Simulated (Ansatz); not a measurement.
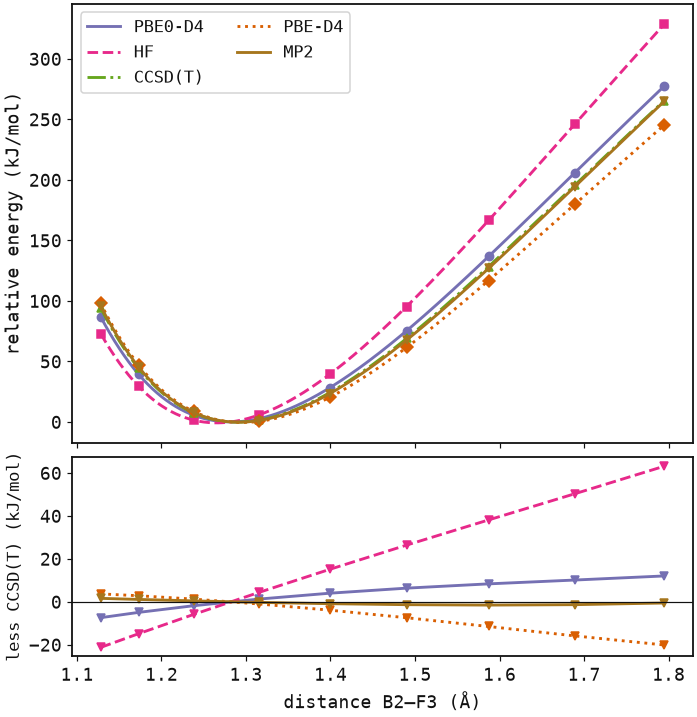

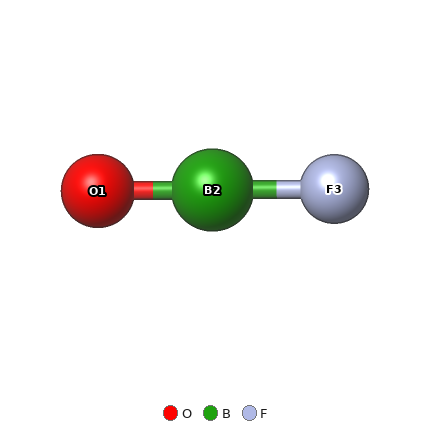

Rigid scan of the stretch B2–F3 in BOF, SMILES O=BF. The Ansatz code 0.2.0, def2-TZVPP, cores frozen in correlated methods. A stretch is scanned from the minimum (PBE0-D4/def2-TZVP); energies less that of the minimum at the same level. Splines pass through the computed points, which are marked.

Q: How far can the coupled-cluster curve be trusted along the scan?

A: The calculation's T1 diagnostic reaches at most 0.020 (at 1.80 Å), above the customary mark of 0.02, which it first passes at 1.80 Å; a single reference is doubtful from there on.

Q: Where is the minimum of each curve?

A: PBE0-D4: near 1.28 Å; HF: near 1.26 Å; CCSD(T): near 1.29 Å; PBE-D4: near 1.30 Å; MP2: near 1.29 Å (from the spline).
